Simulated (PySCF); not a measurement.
Molecule: CH₁₀GeO₂Si₂, SMILES [SiH2](O[SiH2]C)[O][GeH3]. Atoms near the plane z = 1.5 Å, at the GFN2-xTB optimised geometry (x, y, z in Å): Si1 (-0.6, -2.5, 2.8), C2 (-2.4, -2.0, 2.5), O3 (0.2, -2.5, 1.3), Si4 (0.7, -1.7, 0.0), O5 (0.3, -0.1, 0.0), Ge6 (-0.7, 1.1, 0.6), H7 (-0.4, -3.8, 3.2), H9 (-2.9, -2.7, 1.8), H11 (-2.5, -1.0, 2.1), H13 (2.2, -1.7, 0.0), H14 (-2.2, 0.8, 0.2), H15 (-0.6, 1.1, 2.1), H16 (-0.2, 2.4, 0.0).

Level of theory: PBE0/def2-TZVP (PySCF 2.14.0). Cells within 0.4 Å of a nucleus heavier than hydrogen are left out (blank, or x). The values are rescaled to run from 0 to 1.

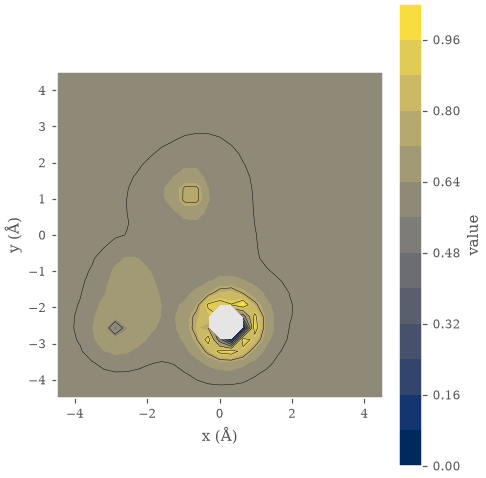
Figure. a field on the plane z = 1.5 Å.

Which quantity is mapped?
A. electron localisation function
B. log10 of the electron density
C. Laplacian of the electron density
D. deformation density (molecule minus spherical neutral atoms)

C, Laplacian of the electron density. In full: Laplacian of the electron density (e/bohr⁵).
